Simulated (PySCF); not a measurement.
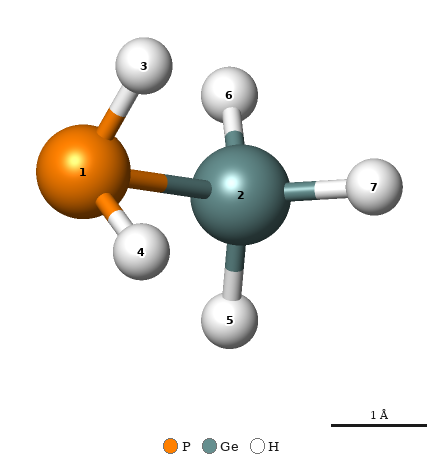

GeH3PH2, before the relaxation. A ball-and-stick model, seen from a free direction.

The start comes from GFN2-xTB. Its atoms were then displaced at random by about 0.01 Å.

The calculation used PBE0-D3(BJ)/def2-TZVP geometry optimisation, gas phase in PySCF 2.14.0, density-fitted response routines.

```xyz
7

P     1.3003   -0.1493    0.8731
Ge   -0.7785    0.1694   -0.0943
H     1.9215    0.5376   -0.1650
H     1.5001   -1.3596    0.2638
H    -1.8091   -0.6862    0.5672
H    -1.2434    1.5936    0.0653
H    -0.8570   -0.1347   -1.5600
```

> Predict the outcome.

H5 moves most after the best rigid fit: 0.068 Å. Largest moves by element: H 0.068 Å, Ge 0.034 Å, P 0.032 Å. Some distances before and after: P1–H4 1.370 → 1.421 Å, Ge2–H5 1.494 → 1.536 Å, Ge2–H7 1.499 → 1.538 Å, Ge2–H6 1.507 → 1.537 Å. Bond angles that change, for instance: P1–Ge2–H6 111.3° → 108.0°, H5–Ge2–H6 106.4° → 109.0°, P1–Ge2–H7 115.3° → 112.9°. The energy falls by 0.105 eV in 3 geometry steps. The run took 29 s on 1 thread of Arm Neoverse N1, on a shared host.

The structure at the end:

```xyz
7

P     1.2738   -0.1315    0.8699
Ge   -0.8106    0.1711   -0.1062
H     1.9513    0.5736   -0.1607
H     1.4839   -1.3916    0.2484
H    -1.8243   -0.7274    0.6189
H    -1.2172    1.6406    0.0864
H    -0.8229   -0.1639   -1.6067
```

The end point in the same view:

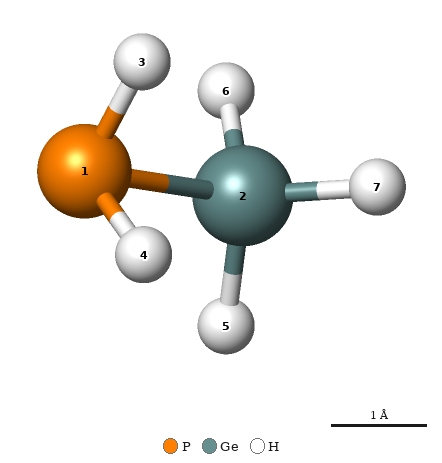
